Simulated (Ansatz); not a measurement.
# COF2 (carbonyl fluoride): PBE0/STO-3G

Aim: the electronic atomisation energy of COF2 (carbonyl fluoride) at PBE0/STO-3G, from 4 runs. 

Program for the calculation: Ansatz 0.2.0.

## (1) The molecule

The species is COF2 (4 atoms), meant as a singlet with charge 0. SMILES: `O=C(F)F`. The shape is that of a GFN2-xTB optimisation.

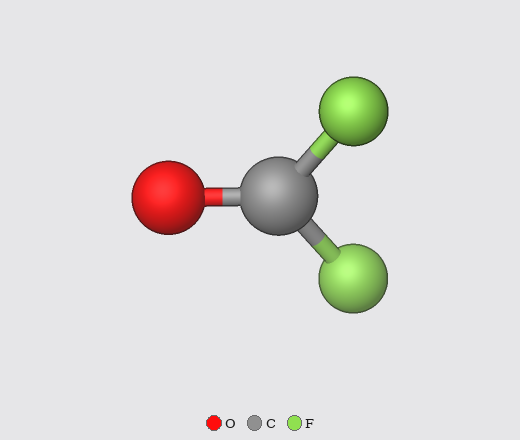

The structure, seen from a chosen angle (oxygen red, carbon grey, fluorine green).

## (2) The energy at PBE0/STO-3G

The input, in.yaml:

```yaml
crystal:
  periodic: [false, false, false]
  atoms:
    - {symbol: O, position_ang: [-1.243810, -0.157330, 0.153910]}
    - {symbol: C, position_ang: [-0.102510, -0.013170, 0.012900]}
    - {symbol: F, position_ang: [0.851050, -0.823360, 0.422470]}
    - {symbol: F, position_ang: [0.495270, 0.993860, -0.589280]}
basis:
  gaussian:
    orbitals: STO-3G
total_charge: 0
hamiltonian:
  xc: {name: PBE0}
accuracy: high
```

Command:

```bash
$ ansatz run in.yaml --threads 1 --pin off --max-ram 2610MiB --events-out events.jsonl --progress --plain --runs-dir runs
```

The program printed:

```text
Warning: RAYON_NUM_THREADS=1 ignored (pool sized by the plan → 1); use --threads N
Functional definition: PBE0
  name "PBE0"
  parameter a = 0.25
  parameter kappa = 0.804
  parameter beta = 0.06672455060314922
  exchange = (1 - a)*pbe_x(kappa = kappa, mu = beta*pi^2/3) + a*exact_x
  correlation = pbe_c(beta = beta)
368 factors; integrals over basis functions are off by at most 3.2e-8 eV
mean field evaluation 1: about -8385.8153 eV, gradient 3.7e1 eV
mean field evaluation 2: about -8378.8171 eV, gradient 6.9e1 eV
mean field evaluation 4: about -8389.6310 eV, gradient 2.2e0 eV
mean field evaluation 8: about -8389.6559 eV, gradient 4.3e-2 eV
mean field evaluation 16: about -8389.6559 eV, gradient 7.6e-8 eV
mean field -8389.65585625 eV, -308.3141660042 hartree, gradient 9.9e-9 eV, S^2 0.000000; 0 other end points of the search recorded, 0 dependent functions left out
reference -8389.65585685 eV, -308.3141660264 hartree; 16, 16 occupied and 4, 4 virtual orbitals, 368 factors
Total energy: -8389.65585685 eV, -308.3141660264 hartree
```

It took 0.95 s on 1 thread of Intel Xeon Platinum 8375C at 2.90GHz (Ice Lake), shared host; peak memory 0.11 GiB.

## (3) The C atom, same level

The input, run.yaml:

```yaml
crystal:
  periodic: [false, false, false]
  atoms:
    - {symbol: C, position_ang: [0.000000, 0.000000, 0.000000]}
basis:
  gaussian:
    orbitals: STO-3G
magnetization:
  spin_polarized: true
  initial_magnetization: 2
hamiltonian:
  xc: pbe0
accuracy: high
```

Command:

```bash
$ ansatz run run.yaml --threads 1 --pin off --max-ram 2610MiB --events-out events.jsonl --progress --plain --runs-dir runs
```

The program printed:

```text
Warning: RAYON_NUM_THREADS=1 ignored (pool sized by the plan → 1); use --threads N
[... 7 set-up lines as earlier in the session ...]
15 factors; integrals over basis functions are off by at most 9.8e-10 eV
mean field evaluation 1: about -1015.0788 eV, gradient 4.1e-13 eV
mean field evaluation 2: about -1015.0791 eV, gradient 4.9e-12 eV
mean field -1015.07910690 eV, -37.3034691331 hartree, gradient 0.0e0 eV, S^2 2.000000; 0 other end points of the search recorded, 0 dependent functions left out
reference -1015.07910752 eV, -37.3034691561 hartree; 4, 2 occupied and 1, 3 virtual orbitals, 15 factors
Total energy: -1015.07910752 eV, -37.3034691561 hartree
```

Run time: 0.14 s. Hardware: 1 thread of Intel Xeon Platinum 8375C at 2.90GHz (Ice Lake), shared host.

## (4) The F atom at the same level

The input, input.yaml:

```yaml
crystal:
  periodic: [false, false, false]
  atoms:
    - symbol: F
      position_ang: [0.000000, 0.000000, 0.000000]
basis:
  gaussian:
    orbitals: STO-3G
accuracy: high
hamiltonian:
  xc: pbe0
magnetization:
  spin_polarized: true
  initial_magnetization: 1
```

Command:

```bash
$ ansatz run input.yaml --threads 1 --pin off --max-ram 2610MiB --events-out events.jsonl --progress --plain --runs-dir runs
```

The program printed:

```text
Warning: RAYON_NUM_THREADS=1 ignored (pool sized by the plan → 1); use --threads N
[... 7 set-up lines as earlier in the session ...]
15 factors; integrals over basis functions are off by at most 1.2e-9 eV
mean field evaluation 1: about -2672.2343 eV, gradient 4.1e-13 eV
mean field evaluation 2: about -2672.2350 eV, gradient 4.3e-12 eV
mean field -2672.23498369 eV, -98.2028243448 hartree, gradient 0.0e0 eV, S^2 0.750000; 0 other end points of the search recorded, 0 dependent functions left out
reference -2672.23498392 eV, -98.2028243531 hartree; 5, 4 occupied and 0, 1 virtual orbitals, 15 factors
Total energy: -2672.23498392 eV, -98.2028243531 hartree
```

Run time: 0.14 s. Hardware: 1 thread of Intel Xeon Platinum 8375C at 2.90GHz (Ice Lake), shared host.

## (5) The O atom, same level

The input, molecule.yaml:

```yaml
crystal:
  periodic: [false, false, false]
  atoms:
    - {symbol: O, position_ang: [0.000000, 0.000000, 0.000000]}
basis:
  gaussian:
    orbitals: STO-3G
magnetization:
  spin_polarized: true
  initial_magnetization: 2
hamiltonian:
  xc: {name: PBE0}
accuracy: high
```

Command:

```bash
$ ansatz run molecule.yaml --threads 1 --pin off --max-ram 2610MiB --events-out events.jsonl --progress --plain --runs-dir runs
```

The program printed:

```text
Warning: RAYON_NUM_THREADS=1 ignored (pool sized by the plan → 1); use --threads N
[... 7 set-up lines as earlier in the session ...]
15 factors; integrals over basis functions are off by at most 1.1e-9 eV
mean field evaluation 1: about -2013.0005 eV, gradient 2.2e-12 eV
mean field evaluation 2: about -2013.0012 eV, gradient 1.9e-11 eV
mean field -2013.00119857 eV, -73.9764295864 hartree, gradient 0.0e0 eV, S^2 2.000000; 0 other end points of the search recorded, 0 dependent functions left out
reference -2013.00119893 eV, -73.9764295996 hartree; 5, 3 occupied and 0, 2 virtual orbitals, 15 factors
Total energy: -2013.00119893 eV, -73.9764295996 hartree
```

Wall time 0.14 s (1 thread of Intel Xeon Platinum 8375C at 2.90GHz (Ice Lake), shared host).

## (6) Results

Level: PBE0/STO-3G.

| quantity | value |
| --- | --- |
| molecule: total energy | -308.31417 Eh |
| C atom: total energy | -37.30347 Eh |
| C atom: ⟨S²⟩ | 2.000 |
| F atom: total energy | -98.20282 Eh |
| F atom: ⟨S²⟩ | 0.750 |
| O atom: total energy | -73.97643 Eh |
| O atom: ⟨S²⟩ | 2.000 |
| electronic atomisation energy | 17.106 eV |

In words: Taking the molecule apart into free atoms costs 17.11 eV (394 kcal/mol), before zero-point energy and without spin-orbit coupling. In a minimal basis such a difference can be off by several eV, whatever the method.
